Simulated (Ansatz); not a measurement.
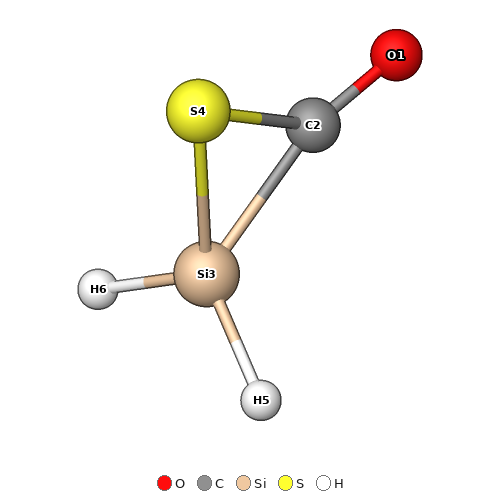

The system is CH₂OSSi (SMILES O=C1[SiH2]S1) with the probe Br-; the picture shows it without the atoms that are moved over the map. The probe is moved over a plane parallel to the molecule's main plane, 4.33 Å above it. Coordinates scanned: (1) x of the probe's Br atom; (2) y of the probe's Br atom. Nothing is relaxed (molecule and probe rigid). The scan uses a 13 × 11 grid. Points are written as (first, second). All energies are given in kJ/mol relative to the lowest grid point. The calculation used RKS BHLYP-D4/def2-SVPD in Ansatz.

Range: x of the probe's Br atom from −3.30 to 3.30 Å; y of the probe's Br atom from −2.75 to 2.75 Å.

### Predict the map.

The lowest grid point is at (−2.20 Å, 1.65 Å) [nearest 1 H at 3.14 Å]. It is the only kind of minimum in the scanned range. The highest grid point, (3.30 Å, −2.20 Å), lies 46.6 kJ/mol above the lowest. Near the minimum the well is nearly round, with a curvature of about 0.054 eV/Å².

```tsv
y of the probe's Br atom ↓, x of the probe's Br atom →	−3.30	−2.75	−2.20	−1.65	−1.10	−0.55	0.00	0.55	1.10	1.65	2.20	2.75	3.30
2.75	5.4	3.1	1.9	2.0	3.7	6.7	10.8	15.7	20.8	25.9	30.3	34.0	36.9
2.20	4.0	1.5	0.2	0.4	2.1	5.2	9.6	14.9	20.6	26.2	31.1	35.2	38.2
1.65	3.8	1.3	0.0	0.2	1.9	4.9	9.4	14.9	21.0	27.0	32.3	36.5	39.7
1.10	4.9	2.5	1.4	1.6	3.2	6.1	10.4	16.0	22.2	28.4	33.7	38.0	41.2
0.55	7.1	5.1	4.1	4.4	5.9	8.6	12.8	18.2	24.3	30.2	35.5	39.6	42.6
0.00	10.2	8.6	8.0	8.4	9.9	12.5	16.4	21.4	27.0	32.5	37.3	41.2	43.9
−0.55	13.9	12.8	12.5	13.2	14.8	17.3	20.8	25.2	30.1	34.9	39.2	42.6	45.1
−1.10	17.7	17.1	17.2	18.1	19.8	22.2	25.3	29.0	33.1	37.2	40.9	43.8	45.9
−1.65	21.3	21.1	21.5	22.6	24.3	26.5	29.2	32.3	35.7	39.2	42.2	44.7	46.4
−2.20	24.5	24.6	25.2	26.3	27.9	29.9	32.3	35.0	37.9	40.7	43.2	45.2	46.6
−2.75	27.2	27.6	28.3	29.4	30.9	32.7	34.8	37.1	39.5	41.8	43.8	45.4	46.5
```

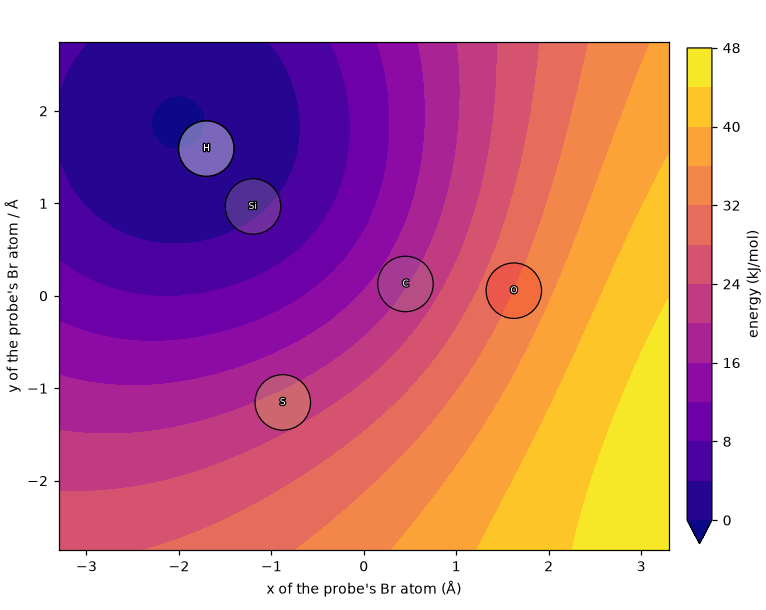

The picture shows filled contours, labelled circles for the molecule's atoms, projected on the plane. Between grid points the surface is interpolated.

Time for the 143 points that were run: 29 min on 1 thread of Arm Neoverse V2, on a shared host.
